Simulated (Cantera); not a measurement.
Feed: 1 mol SiCl4, 42 mol N2, at 13300 Pa.

Cantera equilibrium calculation (NASA polynomials, part measured and part estimated; ideal gas, pure solids and liquids). Candidate condensed phases: Si, Si3N4; 13 gas species. The tables' values for SiCl3 are old estimates; treat these amounts as uncertain. Kinetics and transport are ignored.

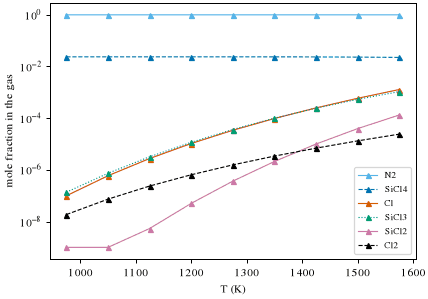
*Equilibrium gas composition (values under 1e-9 drawn at 1e-9)*

Problem. Read off the mole fractions at 1425 K.

Solution. N2 about 0.98, SiCl4 about 0.023, Cl about 0.00025, SiCl3 about 0.00024, SiCl2 about 9.9e-6, Cl2 about 6.8e-6.
